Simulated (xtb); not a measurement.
# Frequency calculation, with input and output: C2H4NSi (charge −1)

The run: frequency calculation of C2H4NSi, charge −1. Method and program: GFN-FF (xtb 6.7.1 later snapshot).

The geometry was optimised with GFN-FF.

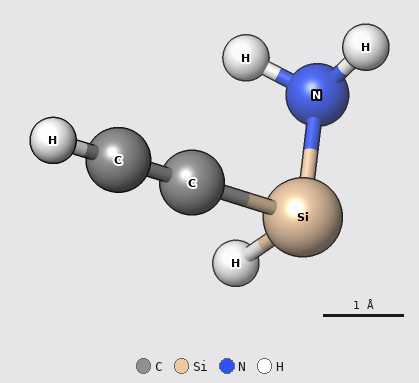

The structure as given in the input (ball-and-stick view, seen at a tilt). Bond lengths as drawn: C–C 1.21 Å, C–H 1.08 Å, C–Si 1.80 Å, H–N 1.02 Å, H–Si 1.46 Å and N–Si 1.82 Å.

### Input file (struc.tmol)
```
$coord
      0.375961012494      3.306604978348     -2.091700052826  c
      0.683891884502      1.804197120225     -0.385182875982  c
      1.219931597013     -0.402927404293      2.143705315775  si
     -0.438888892444     -3.144598757684      0.899226176403  n
      0.116444923799      4.651693136595     -3.599777089322  h
     -1.007885428569      0.412678391096      3.539816079388  h
      0.830326761899     -4.108793718251     -0.181319221658  h
     -1.779762961434     -2.518872643297     -0.324787229039  h
$end
```

### File detailed.inp
```
$chrg -1
$spin 0
$end
```

Machine: 1 thread of Arm Neoverse V1, 24 GiB of memory available, shared host.

Run as:
```bash
xtb struc.tmol --gff --input detailed.inp --hess > out.txt 2> xtb.err
```

### Log
```
* xtb version 6.7.1
   ID    Z sym.   atoms
    1    6 c      1, 2
    2   14 si     3
    3    7 n      4
    4    1 h      5-8

           -------------------------------------------------
          |                Calculation Setup                |
           -------------------------------------------------

          program call               : xtb struc.tmol --gff --input detailed.inp --hess
          coordinate file            : struc.tmol
          omp threads                :                     1

          ==================== Thresholds ====================
          CN  :   150.00000
          rep :   500.00000
          disp:  2500.00000
          HB1 :   250.00000
          HB2 :   450.00000

          Pauling EN used:
          Z : 1  EN :  2.20
          Z : 6  EN :  2.55
          Z : 7  EN :  3.04
          Z :14  EN :  1.90
          electric field strengths (au): 0.000

           -------------------------------------------------
          |           Force Field Initialization            |
           -------------------------------------------------

          distances ...
          ----------------------------------------
          generating topology and atomic info file ...
          pair mat ...
          computing topology distances matrix with Floyd-Warshall algo ...
          making topology EEQ charges ...
          #fragments for EEQ constrain: 1
          ----------------------------------------
          generating topology and atomic info file ...
          pair mat ...
          computing topology distances matrix with Floyd-Warshall algo ...
          making topology EEQ charges ...
          #fragments for EEQ constrain: 1
          rings ...
          # BATM   22
          # H in HB   1

  atom   neighbors  erfCN metchar sp-hybrid imet pi  qest     coordinates
    1  c       2    1.92   0.00         1    0    1  -0.158    0.375961    3.306605   -2.091700
    2  c       2    1.92   0.00         1    0    1  -0.160    0.683892    1.804197   -0.385183
    3  si      3    2.77   0.04         3    0    0  -0.042    1.219932   -0.402927    2.143705
    4  n       3    2.78   0.00         3    0    0  -0.401   -0.438889   -3.144599    0.899226
    5  h       1    0.97   0.00         0    0    0  -0.101    0.116445    4.651693   -3.599777
    6  h       1    0.96   0.01         0    0    0  -0.129   -1.007885    0.412678    3.539816
    7  h       1    0.98   0.00         0    0    0  -0.005    0.830327   -4.108794   -0.181319
    8  h       1    0.98   0.00         0    0    0  -0.005   -1.779763   -2.518873   -0.324787

          #atoms :   8
          #bonds :   7
          #angl  :   8
          #tors  :   5
          #nmol  :   1
          #optfrag :   1
           -------------------------------------------------
          |                   G F N - F F                   |
          |          A general generic force-field          |
          |                  Version 1.0.3                  |
           -------------------------------------------------
          Number of HB bonds (bound hydrogen)     5
          Number of HB bonds (unbound hydrogen)   1
          Number of XB bonds                      0

 E+G (total)                   0 d,  0 h,  0 min,  0.000 sec
 distance/D3 list               ...        0 min,  0.000 sec (  1.287%)
 non bonded repulsion           ...        0 min,  0.000 sec (  5.805%)
 dCN                            ...        0 min,  0.000 sec (  8.500%)
 EEQ energy and q               ...        0 min,  0.000 sec ( 13.748%)
 D3                             ...        0 min,  0.000 sec (  9.331%)
 EEQ gradient                   ...        0 min,  0.000 sec (  2.669%)
 bonds                          ...        0 min,  0.000 sec (  9.034%)
 bend and torsion               ...        0 min,  0.000 sec ( 11.759%)
 bonded ATM                     ...        0 min,  0.000 sec (  3.330%)
 HB/XB (incl list setup)        ...        0 min,  0.000 sec ( 23.375%)

         :::::::::::::::::::::::::::::::::::::::::::::::::::::
         ::                     SUMMARY                     ::
         :::::::::::::::::::::::::::::::::::::::::::::::::::::
         :: total energy              -2.399759569035 Eh    ::
         :: gradient norm              0.000560471835 Eh/a0 ::
         ::.................................................::
         :: bond energy               -1.363848100290 Eh    ::
         :: angle energy               0.003189801526 Eh    ::
         :: torsion energy             0.000360341176 Eh    ::
         :: repulsion energy           0.069902008502 Eh    ::
         :: electrostat energy        -1.105893757195 Eh    ::
         :: dispersion energy         -0.003781233362 Eh    ::
         :: HB energy                  0.000000000000 Eh    ::
         :: XB energy                  0.000000000000 Eh    ::
         :: bonded atm energy          0.000311370609 Eh    ::
         :: external energy            0.000000000000 Eh    ::
         :: add. restraining           0.000000000000 Eh    ::
         :: total charge              -1.000000000000 e     ::
         :::::::::::::::::::::::::::::::::::::::::::::::::::::

           -------------------------------------------------
          |                Numerical Hessian                |
           -------------------------------------------------
step length          :   0.00500
SCC accuracy         :   0.30000
Hessian scale factor :   1.00000
frozen atoms in %    :   0.00000    0
RMS gradient         :   0.00056
estimated CPU  time      0.00 min

writing file <hessian>, containing the non-mass-weighted Hessian matrix in atomic units (Eₕ/Bohr²).

 projected vibrational frequencies (cm⁻¹)
eigval :       -0.00    -0.00     0.00     0.00     0.00     0.00
eigval :       99.81   129.55   186.55   291.30   501.30   576.00
eigval :      591.04   592.61   606.76   630.13   659.55   715.71
eigval :     1392.43  2118.23  2139.51  3258.28  3298.90  3390.05
           -------------------------------------------------
          |                Property Printout                |
           -------------------------------------------------

molecular dipole:
                 x           y           z       tot (Debye)
 q only:       -0.006       0.030      -0.230       0.590
           -------------------------------------------------
          |               Frequency Printout                |
           -------------------------------------------------
 projected vibrational frequencies (cm⁻¹)
eigval :       -0.00    -0.00     0.00     0.00     0.00     0.00
eigval :       99.81   129.55   186.55   291.30   501.30   576.00
eigval :      591.04   592.61   606.76   630.13   659.55   715.71
eigval :     1392.43  2118.23  2139.51  3258.28  3298.90  3390.05
 reduced masses (amu)
    1:      4.47    2:      6.37    3:      5.49    4:      6.76    5:      8.25    6:      5.71
    7:      1.11    8:      3.31    9:      3.26   10:      4.61   11:      1.13   12:      1.33
   13:      1.40   14:      1.42   15:      1.17   16:      1.50   17:      2.62   18:      3.74
   19:      1.09   20:      5.66   21:      1.06   22:      1.06   23:      1.09   24:      1.14
 IR intensities (km·mol⁻¹)
    1:      8.10    2:      2.31    3:      6.84    4:      2.85    5:     13.67    6:     12.30
    7:      2.35    8:      3.25    9:      2.19   10:      2.17   11:     11.10   12:      1.27
   13:      7.98   14:      6.33   15:     10.40   16:      2.02   17:      3.24   18:     16.79
   19:      1.75   20:     13.16   21:     52.03   22:    123.19   23:     54.15   24:    178.12
 Raman intensities (Ä⁴*amu⁻¹)
    1:      0.00    2:      0.00    3:      0.00    4:      0.00    5:      0.00    6:      0.00
    7:      0.00    8:      0.00    9:      0.00   10:      0.00   11:      0.00   12:      0.00
   13:      0.00   14:      0.00   15:      0.00   16:      0.00   17:      0.00   18:      0.00
Molecule has no symmetry elements
It seems to be the C1 point group
   19:      0.00   20:      0.00   21:      0.00   22:      0.00   23:      0.00   24:      0.00
 output can be read by thermo (or use thermo option).
 writing <g98.out> molden fake output.
 recommended (thermochemical) frequency scaling factor: 1.0
           -------------------------------------------------
          |             Thermodynamic Functions             |
           -------------------------------------------------

c1  symmetry found (for desy threshold:  0.10E+00) used in thermo

          ...................................................
          :                      SETUP                      :
          :.................................................:
          :  # frequencies                          18      :
          :  # imaginary freq.                       0      :
          :  linear?                             false      :
          :  only rotor calc.                    false      :
          :  symmetry                               c1      :
          :  rotational number                       1      :
          :  scaling factor                  1.0300000      :
          :  rotor cutoff                   50.0000000 cm⁻¹ :
          :  imag. cutoff                  -20.0000000 cm⁻¹ :
          :.................................................:

    mode    ω/cm⁻¹     T·S(HO)/kcal·mol⁻¹    T·S(FR)/kcal·mol⁻¹   T·S(vib)
   ------------------------------------------------------------------------
       1    102.81    -1.01383 ( 94.70%)    -0.84257 (  5.30%)    -1.00475
       2    133.43    -0.86343 ( 98.07%)    -0.76543 (  1.93%)    -0.86154
       3    192.15    -0.65802 ( 99.54%)    -0.65750 (  0.46%)    -0.65802
   ------------------------------------------------------------------------

   temp. (K)  partition function   enthalpy   heat capacity  entropy
                                   cal/mol     cal/K/mol   cal/K/mol   J/K/mol
 298.15  VIB   17.7                 2252.157     15.245     13.225
         ROT  0.655E+05              888.727      2.981     25.017
         INT  0.116E+07             3140.885     18.226     38.242
         TR   0.180E+26             1481.212      4.968     38.661
         TOT                        4622.0973    23.1939    76.9033   321.7634

       T/K    H(0)-H(T)+PV         H(T)/Eh          T*S/Eh         G(T)/Eh
   ------------------------------------------------------------------------
    298.15    0.736578E-02    0.570595E-01    0.365392E-01    0.205203E-01
   ------------------------------------------------------------------------

         :::::::::::::::::::::::::::::::::::::::::::::::::::::
         ::                  THERMODYNAMIC                  ::
         :::::::::::::::::::::::::::::::::::::::::::::::::::::
         :: total free energy          -2.379239270963 Eh   ::
         ::.................................................::
         :: total energy               -2.399759569035 Eh   ::
         :: zero point energy           0.049693757634 Eh   ::
         :: G(RRHO) w/o ZPVE           -0.029173459562 Eh   ::
         :: G(RRHO) contrib.            0.020520298072 Eh   ::
         :::::::::::::::::::::::::::::::::::::::::::::::::::::

           -------------------------------------------------
          | TOTAL ENERGY               -2.399759569035 Eh   |
          | TOTAL ENTHALPY             -2.342700030557 Eh   |
          | TOTAL FREE ENERGY          -2.379239270963 Eh   |
          | GRADIENT NORM               0.000560471835 Eh/α |
           -------------------------------------------------
########################################################################
[WARNING] Runtime exception occurred
-1- gfnff_setup: Could not read topology file.
########################################################################

------------------------------------------------------------------------
------------------------------------------------------------------------
 total:
 *  cpu-time:     0 d,  0 h,  0 min,  0.006 sec
 * ratio c/w:     1.000 speedup
 SCF:
 *  cpu-time:     0 d,  0 h,  0 min,  0.000 sec
 * ratio c/w:     1.000 speedup
 analytical hessian:
 *  cpu-time:     0 d,  0 h,  0 min,  0.003 sec
 * ratio c/w:     1.000 speedup
```

### Standard error
```
normal termination of xtb
```

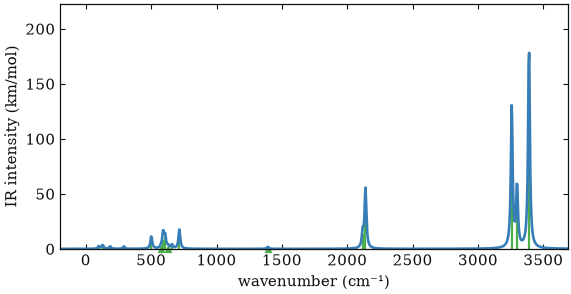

Harmonic infrared spectrum, unscaled: sticks (degenerate modes added up, dark ones marked on the axis) with a Lorentzian envelope of 16 cm⁻¹ full width, scaled to the tallest stick. 18 modes from 100 to 3390 cm⁻¹, none imaginary. The strongest line is at 3390 cm⁻¹ (178 km/mol).

### Key numbers

| quantity | value |
| --- | --- |
| outcome | converged |
| total energy | −2.399760 hartree |
| dispersion energy | −0.003781 hartree |
| zero-point energy | 0.049694 hartree |
| wavenumbers, lowest and highest | 100 and 3390 cm⁻¹ |
| peak memory | 0.072 GiB |
